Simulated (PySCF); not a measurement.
# Core-level calculation of C$_{2}$H$_{6}$O$_{2}$Si

The run: core-level calculation of C$_{2}$H$_{6}$O$_{2}$Si, SMILES CC(=O)O[SiH3]. Method and program: delta-SCF UKS SCAN, pcX-2 on the ionised atom, pcseg-1 elsewhere, spin-free X2C (PySCF 2.14.0).

Figures and captions count atoms from 1; the log counts them from 0 in places.

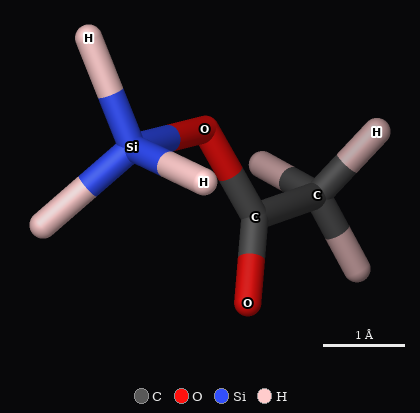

**Figure 1.** The input geometry (stick view, seen at a tilt). Bond lengths as drawn: C–C 1.50 Å, C–H 1.10 Å, C–O 1.21 to 1.34 Å, H–Si 1.49 Å and O–Si 1.72 Å.

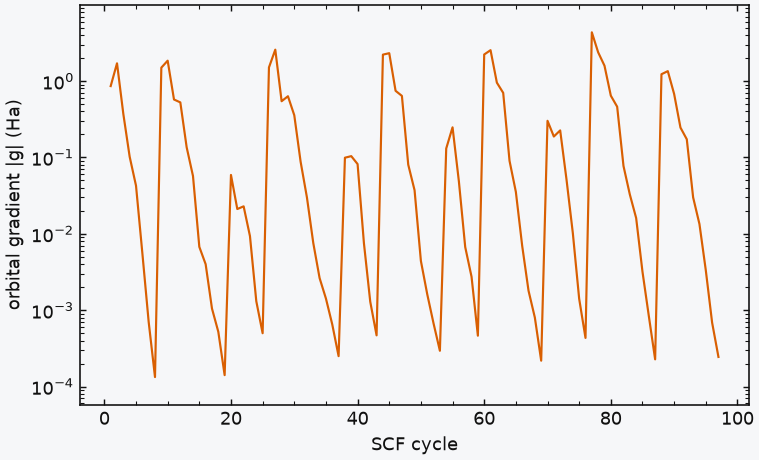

**Figure 2.** Convergence of the self-consistent field: orbital gradient |g| against the SCF cycle. All cycles printed in the log are drawn one after another.

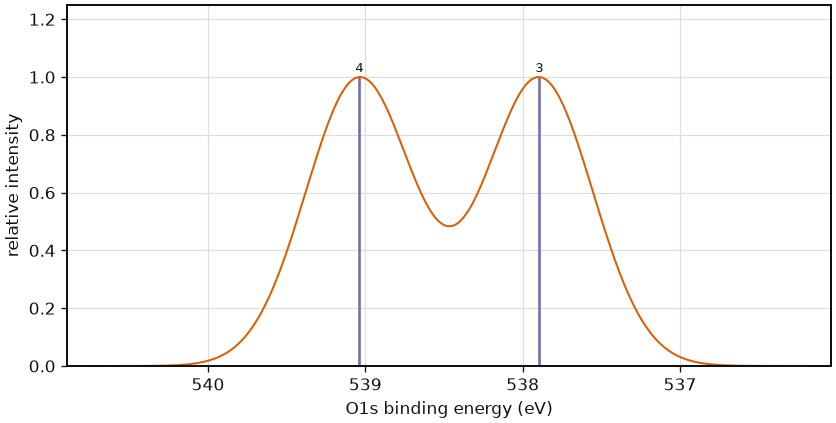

**Figure 3.** O1s binding energies by ΔSCF of the atoms computed, labelled by atom number, with a Gaussian envelope of 0.8 eV full width. They run from 537.89 eV (atom 3) to 539.04 eV (atom 4).

These pictures come from the run below.

Input file
```
{"job": {"kind": "xps"}, "charge": 0, "multiplicity": 1}
C     -1.928463     0.076194     0.522405
C     -0.575241     0.153653    -0.112783
O     -0.346982     0.528632    -1.236133
O      0.410134    -0.246513     0.702133
Si     1.999249    -0.184299     0.048143
H     -2.134802    -0.962078     0.821074
H     -2.692683     0.428057    -0.178909
H     -1.941439     0.683200     1.439299
H      2.834625    -0.680788     1.173693
H      2.366928     1.215260    -0.291695
H      2.117585    -1.091478    -1.123347
```

The first line tells a small driver script what to run in PySCF; the rest is the geometry in Å.

Run as:
```bash
OMP_NUM_THREADS=1 python <driver script> task.json out
```

What the program printed
```
ground state, core basis on atom 0 (C), 135 functions
  cycle   1  E = -520.21100833  |g| = 8.60e-01
  cycle   2  E = -519.76147585  |g| = 1.71e+00
  cycle   3  E = -520.32641569  |g| = 3.70e-01
  cycle   4  E = -520.35254564  |g| = 1.02e-01
  cycle   5  E = -520.35413960  |g| = 4.27e-02
  cycle   6  E = -520.35454155  |g| = 5.61e-03
  cycle   7  E = -520.35454853  |g| = 7.02e-04
  cycle   8  E = -520.35454887  |g| = 1.33e-04
  E(ground) = -520.39640564 Eh
hole in C 1s of atom 0
  cycle   1  E = -509.09136629  |g| = 1.50e+00
  cycle   2  E = -508.40615187  |g| = 1.85e+00
[... 9 cycles left out ...]
  E(ion) = -509.68458049 Eh   <S^2> = 0.7671   hole on atom = 1.000   binding energy = 291.484 eV
ground state, core basis on atom 1 (C), 135 functions
[... 6 cycles left out ...]
  E(ground) = -520.40437500 Eh
hole in C 1s of atom 1
[... 12 cycles left out ...]
  E(ion) = -509.56630665 Eh   <S^2> = 0.7877   hole on atom = 1.000   binding energy = 294.919 eV
ground state, core basis on atom 2 (O), 135 functions
[... 6 cycles left out ...]
  E(ground) = -520.42227977 Eh
hole in O 1s of atom 2
[... 10 cycles left out ...]
  E(ion) = -500.65503562 Eh   <S^2> = 0.7639   hole on atom = 1.000   binding energy = 537.894 eV
ground state, core basis on atom 3 (O), 135 functions
[... 6 cycles left out ...]
  E(ground) = -520.42651382 Eh
hole in O 1s of atom 3
[... 10 cycles left out ...]
  E(ion) = -500.61724606 Eh   <S^2> = 0.7628   hole on atom = 1.000   binding energy = 539.038 eV
ground state, core basis on atom 4 (Si), 146 functions
[... 7 cycles left out ...]
  E(ground) = -520.45379417 Eh
hole in Si 1s of atom 4
[... 11 cycles left out ...]
  E(ion) = -452.55203865 Eh   <S^2> = 0.7524   hole on atom = 1.000   binding energy = 1847.701 eV
hole in Si 2p of atom 4
  cycle   1  E = -516.15467131  |g| = 1.23e+00
  cycle   2  E = -515.66723295  |g| = 1.35e+00
  cycle   3  E = -516.25718443  |g| = 6.78e-01
  cycle   4  E = -516.44524318  |g| = 2.46e-01
  cycle   5  E = -516.45775208  |g| = 1.73e-01
  cycle   6  E = -516.46994536  |g| = 3.00e-02
  cycle   7  E = -516.47029340  |g| = 1.34e-02
  cycle   8  E = -516.47036103  |g| = 3.34e-03
  cycle   9  E = -516.47036563  |g| = 6.87e-04
  cycle  10  E = -516.47036690  |g| = 2.44e-04
  E(ion) = -516.48199103 Eh   <S^2> = 0.7518   hole on atom = 1.003   binding energy = 108.078 eV
  2p3/2 = 107.819 eV   2p1/2 = 108.445 eV
```

Results in brief

| quantity | value |
| --- | --- |
| outcome | converged |
| hardware | 1 CPU thread, shared host |
| wall time | 39 s |
| peak memory | 0.42 GiB |
